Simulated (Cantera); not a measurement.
Input: 1 mol Si, 0.26 mol O₂, 110 mol N₂, at 0.670 bar.

Method: chemical equilibrium by Gibbs-energy minimisation in Cantera with the NASA 1993 tables (ideal gas, pure condensed phases). Candidate condensed phases: Si, SiO₂, Si₂N₂O, Si₃N₄; 16 gas species. N₂ is the only nitrogen source here; it is nearly inert below about 1500 K, so the nitride shown seldom forms there in practice. Mutual solubility and eutectic melting of coexisting phases are not modelled. The tables hold silica as quartz up to 1696 K and as liquid above; real silica turns to tridymite and cristobalite and melts near 1996 K. Equilibrium is a limit: real reactors are often held back by kinetics, nucleation or transport.

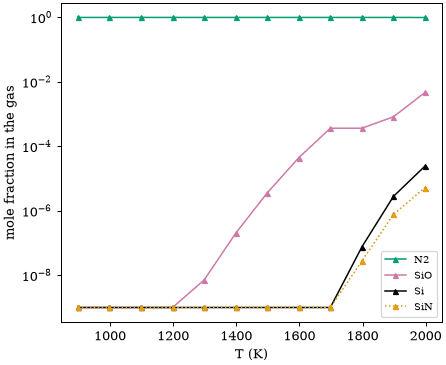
Equilibrium gas composition (values under 1e-9 drawn at 1e-9)

From 898 K to 1598 K the condensed part is SiO₂(β-quartz) + Si₂N₂O(s). From 1698 K to 1798 K the condensed part is Si₂N₂O(s). At 1898 K the condensed part is Si₂N₂O(s) + Si₃N₄(s). At 1998 K the condensed part is Si₃N₄(s).
